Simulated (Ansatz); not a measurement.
```csv
atom,x (Å),y (Å),z (Å)
B,-0.0025,-0.7466,-0.9490
C,-0.0144,0.0747,2.9330
H,-1.0072,0.1746,3.3913
H,0.7599,0.2294,3.6966
H,0.0993,0.8265,2.1402
H,1.0581,-0.1908,-0.9959
H,-1.0400,-0.1606,-0.8374
S,0.0508,-2.5233,-1.0615
H,-1.2741,-2.7938,-0.9797
H,0.0924,-0.9310,2.5039
```

Level of theory: RKS B3LYP/def2-SVPD (Ansatz).

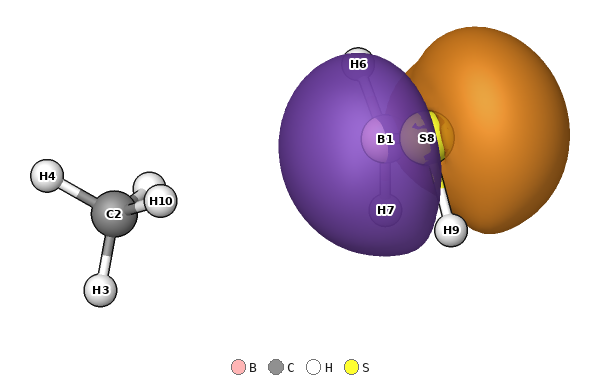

BH₃S···CH₄. One frontier orbital at ±0.08 Å⁻³ᐟ² (orange and purple are the two phases), seen at an oblique angle.

Which orbital is it: HOMO or LUMO?

Answer. The HOMO, at −8.22 eV. By Hirshfeld shares it lies mainly on S8 (about 80 %) and B1 (about 15 %); largely a lone pair of S8.
